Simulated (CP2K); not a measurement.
Consider trifluoroacetonitrile at its PBE geometry (Å).

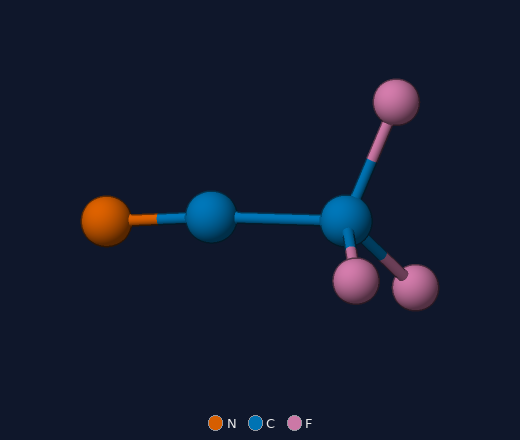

The molecule (nitrogen orange, carbon blue, fluorine pink).

```xyz
6

N     2.1948    0.0051    0.0365
C     1.0337    0.0408   -0.0132
C    -0.4511    0.0063   -0.0126
F    -0.8966   -1.0232   -0.7717
F    -0.8975   -0.1952    1.2507
F    -0.9833    1.1662   -0.4897
```

Method: CP2K XAS_TDP, all-electron GAPW, PBEh(45%), aug-cc-pVDZ, TDA, no relativity.

Q: Predict the bright core excitations at the C K edge.

Leading lines: C2 282.14 eV and C3 289.80 eV. The leading line of an atom is its first one with 35 % of the strongest within 2.5 eV of its lowest line over the strength cut. 

The first six lines of each atom with a strength over 0.0015:

```tsv
atom	energy (eV)	states	strength, one atom
C2 (bonded to C and N)	282.14	1	0.0484
	282.16	1	0.0486
	285.90	1	0.0053
	287.88	1	0.0057
	288.15	1	0.0082
	288.18	1	0.0075
C3 (bonded to C and 3 F)	289.80	1	0.0526
	289.82	1	0.0525
	291.79	1	0.0731
	293.52	1	0.0056
	294.35	1	0.0540
	294.45	1	0.0453
```

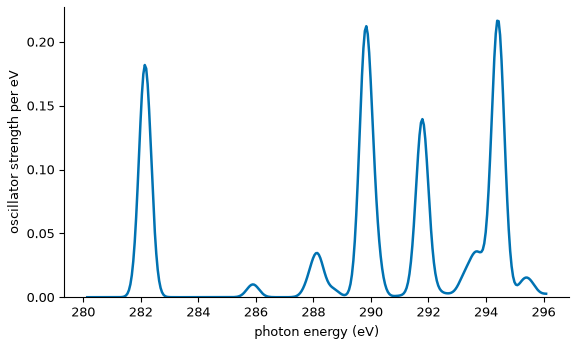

All atoms added, broadened by 0.5 eV.

Lines are vertical, at one geometry, with no vibrational structure. Without a correction of the core level, line positions, and the gaps between valence and Rydberg lines, follow the share of exact exchange. At this level such K lines come out 3 to 6 eV under measured ones. These values hold no scalar relativity, about 0.1 eV for C 1s. Rydberg lines, and the discretised continuum above threshold, depend on the basis and the box.

[Banner, clock and machine lines of the logs are left out without a mark of their own.]

[Logs are printed without paths, hosts, clocks, repeated set-up lines and the standing remarks that a program may print on its own settings, such as how far it seeks lower states.]

[Hosts, paths, dates, database ids (printed as entryN), source tags and the programs' standing remarks are cut or masked in the printed files.]
